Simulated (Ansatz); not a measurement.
GaN (zinc blende)

```cif
data_Ga4N4
_chemical_formula_sum 'N4 Ga4'
_space_group_name_H-M_alt 'F-43m'
_space_group_IT_number 216
_space_group_name_Hall 'F -4 2 3'
_cell_length_a 4.54853
_cell_length_b 4.54853
_cell_length_c 4.54853
_cell_angle_alpha 90.000
_cell_angle_beta 90.000
_cell_angle_gamma 90.000
loop_
_atom_site_label
_atom_site_type_symbol
_atom_site_symmetry_multiplicity
_atom_site_Wyckoff_symbol
_atom_site_fract_x
_atom_site_fract_y
_atom_site_fract_z
_atom_site_occupancy
N1 N 4 d 0.75000 0.75000 0.75000 1
Ga1 Ga 4 a 0.00000 0.00000 0.00000 1
```
(The calculation used a cell of 2 atoms; values per cell refer to that cell.)

The volume is varied about the relaxed value V₀ at fixed cell shape. Symmetry pins the atoms to their sites.

The numbers are results of PBE (plane waves to 420 eV, PAW, scalar-relativistic; Ansatz, a first-principles code), not measurements. k mesh 13×13×13 (Γ-centred), Fermi-Dirac smearing 0.05 eV. The energy includes the smearing's −TS. GaN was relaxed with its symmetry unable to fall. ΔE is measured from the relaxed starting cell.

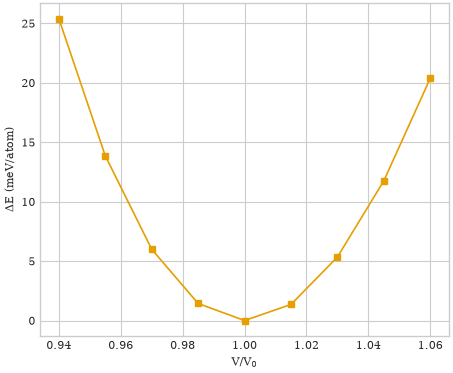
*ΔE (meV/atom) against V/V₀; one marker a computed point.*

Problem. What is ΔE at V/V₀ = 1.060?

Solution. About 20 meV/atom.

Problem. What is ΔE at V/V₀ = 0.940?

Solution. About 25 meV/atom.

Problem. What bulk modulus B₀ follows from a third-order Birch-Murnaghan fit?

Solution. About 170 GPa.

(Under strain, the slope of the energy per volume gives the stress and its curvature an elastic modulus.)
